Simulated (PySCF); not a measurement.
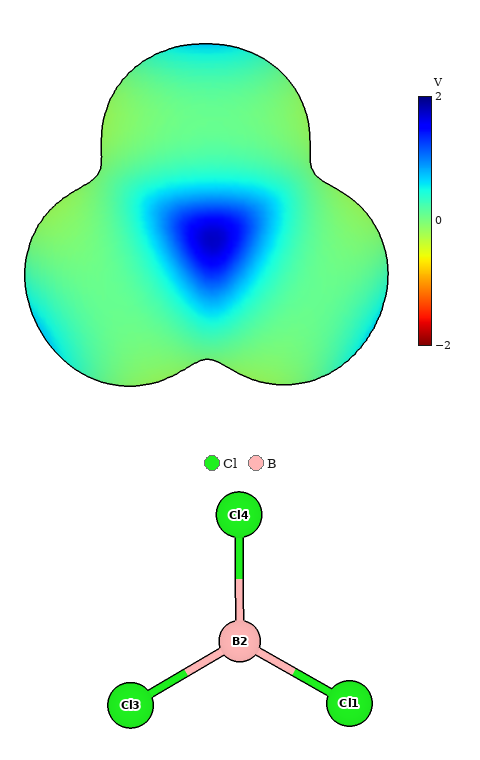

Figure. BCl3 (SMILES ClB(Cl)Cl). The molecular electrostatic potential painted on the density surface at 0.002 e/bohr³, seen across its widest extent; the colour scale runs from red (negative) to blue (positive). The bare structure is drawn below in the same view.

Geometry: PBE0-D3(BJ)/ma-def2-SVP.

Theory: PySCF 2.14.0, density-fitted response routines, DFT single point, gas phase, functional wB97X.

```xyz
4

Cl   -0.8641   -1.5092   -0.0109
B     0.0051    0.0021   -0.0115
Cl   -0.8679    1.5111    0.0059
Cl    1.7483    0.0044   -0.0292
```

Where is the surface potential most negative and most positive?

Answer. The most negative region (about −0.2 V) lies over Cl1, Cl3 and Cl4, the most positive (about +1.7 V) over B2. Cl1 shows a σ-hole: about +0.7 V at the tip opposite its bond, against about 0.0 V on its flanks. Cl3 shows a σ-hole: about +0.7 V at the tip opposite its bond, against about 0.0 V on its flanks. Cl4 shows a σ-hole: about +0.7 V at the tip opposite its bond, against about 0.0 V on its flanks.

What dipole moment does the calculation give?

Answer. Its dipole moment is zero.
